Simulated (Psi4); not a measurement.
# As2 (SMILES [As]#[As]): BP86/6-31G(d) (spherical functions, sweep point 4)

Aim: the energy change on altering one bond length of As2 at BP86/6-31G* (spherical functions, sweep point 4), from 2 runs. 

The calculation is run with Psi4 1.11.

## (1) The molecule

The species is As2 (2 atoms), meant as a singlet with charge 0. SMILES: `[As]#[As]`. The shape is that of a PBE0-D4/def2-TZVP optimisation.

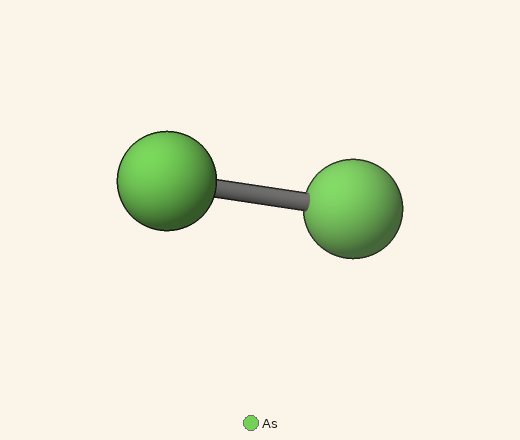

The structure, seen from a chosen angle (arsenic green).

## (2) The energy at BP86/6-31G(d) (spherical functions, sweep point 4)

job.py

```python
import psi4

psi4.set_memory('1600 MB')
psi4.set_num_threads(1)
psi4.set_output_file('run.log', False)

mol = psi4.geometry("""
0 1
As     0.000000     0.000000     0.002480
As     0.000000     0.000000     2.091490
symmetry c1
""")

options = {'reference': 'rks', 'puream': True, 'scf_type': 'pk', 'dft_radial_points': 99, 'dft_spherical_points': 590}
psi4.set_options(options)

result, w = psi4.energy('bp86/6-31G*', return_wfn=True)
print(f'bp86/6-31G* energy: {result:.10f} Eh')
```

The run is started by

```
$ python job.py
```

run.log:

```text
[...]
  Running in c1 symmetry.
[...]
  Nuclear repulsion =  275.859848645832244
[...]
  Multiplicity = 1
[...]
  Nalpha       = 33
  Nbeta        = 33
[...]
    Number of basis functions: 64
[...]
   @RKS iter   1: -4469.63218045683243   -3.97394e+00   5.73981e-02 DIIS/ADIIS
[...]
   @RKS iter   7: -4471.73380782255845   -2.71366e-07   3.47137e-07 DIIS
[...]
    Orbital Energies [Eh]
    ---------------------
    Doubly Occupied:
       1A   -424.238313     2A   -424.238267     3A    -53.251410
       4A    -53.251322     5A    -47.636116     6A    -47.636116
       7A    -47.636108     8A    -47.636108     9A    -47.634547
      10A    -47.634510    11A     -6.768520    12A     -6.768372
      13A     -4.871460    14A     -4.871460    15A     -4.871369
      16A     -4.871369    17A     -4.868578    18A     -4.867315
      19A     -1.531994    20A     -1.526449    21A     -1.526449
      22A     -1.526196    23A     -1.526196    24A     -1.525555
      25A     -1.525554    26A     -1.520917    27A     -1.520917
      28A     -1.517212    29A     -0.615471    30A     -0.444593
      31A     -0.253287    32A     -0.244417    33A     -0.244417
[...]
  @RKS Final Energy: -4471.73380782255845
   => Energetics <=
    Nuclear Repulsion Energy =            275.8598486458322441
    One-Electron Energy =               -6777.2771191737183472
    Two-Electron Energy =                2196.2609242956541493
    DFT Exchange-Correlation Energy =    -166.5774615903266920
    Empirical Dispersion Energy =           0.0000000000000000
    VV10 Nonlocal Energy =                  0.0000000000000000
    Total Energy =                      -4471.7338078225584468
[...]
 Multipole Moments:
 ------------------------------------------------------------------------------------
     Multipole            Electronic (a.u.)      Nuclear  (a.u.)        Total (a.u.)
 ------------------------------------------------------------------------------------
 L = 1.  Multiply by 2.5417464519 to convert [e a0] to [Debye]
 Dipole X            :          0.0000000            0.0000000            0.0000000
 Dipole Y            :         -0.0000000            0.0000000           -0.0000000
 Dipole Z            :          0.0000000            0.0000000            0.0000000
 Magnitude           :                                                    0.0000000
[...]
```

The script printed:

```text
bp86/6-31G* energy: -4471.7338078226 Eh
```

It took 4.8 s on 1 thread of Intel Xeon at 2.70GHz, shared host; peak memory 0.39 GiB.

## (3) The distorted shape, same level

as2.py

```python
import psi4

psi4.set_memory('1600 MB')
psi4.set_num_threads(1)
psi4.set_output_file('psi4.out', False)

geom = psi4.geometry("""
0 1
As     0.000000     0.000000    -0.415310
As     0.000000     0.000000     2.091490
symmetry c1
""")

psi4.set_options({
    'basis': '6-31G*',
    'reference': 'rks',
    'puream': True,
    'scf_type': 'pk',
    'dft_radial_points': 99,
    'dft_spherical_points': 590,
})

e_tot, wfn = psi4.energy('bp86', return_wfn=True)
print(f'bp86 energy: {e_tot:.10f} Eh')
```

The run is started by

```
$ python as2.py
```

psi4.out:

```text
[...]
  Running in c1 symmetry.
[...]
  Nuclear repulsion =  229.884307651041212
[...]
  Multiplicity = 1
[...]
  Nalpha       = 33
  Nbeta        = 33
[...]
    Number of basis functions: 64
[...]
   @RKS iter   1: -4469.61935927337527   -4.36515e+00   5.71329e-02 ADIIS/DIIS
[...]
   @RKS iter   7: -4471.69502136443407   -2.04549e-07   3.34781e-07 DIIS
[...]
    Orbital Energies [Eh]
    ---------------------
    Doubly Occupied:
       1A   -424.254308     2A   -424.254294     3A    -53.265167
       4A    -53.265137     5A    -47.649990     6A    -47.649990
       7A    -47.649986     8A    -47.649986     9A    -47.649072
      10A    -47.649055    11A     -6.780381    12A     -6.780379
      13A     -4.883144    14A     -4.883144    15A     -4.883143
      16A     -4.883143    17A     -4.880068    18A     -4.879980
      19A     -1.537264    20A     -1.537264    21A     -1.537179
      22A     -1.537178    23A     -1.536098    24A     -1.535402
      25A     -1.535402    26A     -1.534411    27A     -1.534411
      28A     -1.532870    29A     -0.565469    30A     -0.478999
      31A     -0.250875    32A     -0.222294    33A     -0.222294
[...]
  @RKS Final Energy: -4471.69502136443407
   => Energetics <=
    Nuclear Repulsion Energy =            229.8843076510412118
    One-Electron Energy =               -6684.7582855539503726
    Two-Electron Energy =                2149.6290303389996552
    DFT Exchange-Correlation Energy =    -166.4500738005248763
    Empirical Dispersion Energy =           0.0000000000000000
    VV10 Nonlocal Energy =                  0.0000000000000000
    Total Energy =                      -4471.6950213644340693
[...]
 Multipole Moments:
 ------------------------------------------------------------------------------------
     Multipole            Electronic (a.u.)      Nuclear  (a.u.)        Total (a.u.)
 ------------------------------------------------------------------------------------
 L = 1.  Multiply by 2.5417464519 to convert [e a0] to [Debye]
 Dipole X            :          0.0000000            0.0000000            0.0000000
 Dipole Y            :          0.0000000            0.0000000            0.0000000
 Dipole Z            :          0.0000149           -0.0000000            0.0000149
 Magnitude           :                                                    0.0000149
[...]
```

The script printed:

```text
bp86 energy: -4471.6950213644 Eh
```

Run time: 4.8 s. Hardware: 1 thread of Intel Xeon at 2.70GHz, shared host; peak memory 0.39 GiB.

## (4) Outcome

Level: BP86/6-31G* (spherical functions, sweep point 4).

| quantity | value |
| --- | --- |
| first shape: total energy | -4471.73381 Eh |
| first shape: dipole moment | 0.00 D |
| first shape: HOMO energy | -6.65 eV |
| first shape: LUMO energy | -3.47 eV |
| first shape: HOMO–LUMO gap | 3.18 eV |
| distorted shape: total energy | -4471.69502 Eh |
| distorted shape: dipole moment | 0.00 D |
| distorted shape: HOMO energy | -6.05 eV |
| distorted shape: LUMO energy | -4.26 eV |
| distorted shape: HOMO–LUMO gap | 1.79 eV |
| energy change with the As1–As2 bond stretched from 2.089 to 2.507 Å | 1.055 eV |

What this shows: With the As1–As2 bond stretched from 2.089 to 2.507 Å the energy rises by 1.06 eV (102 kJ/mol). The first shape isn't relaxed at this level, so the change isn't measured from a minimum.
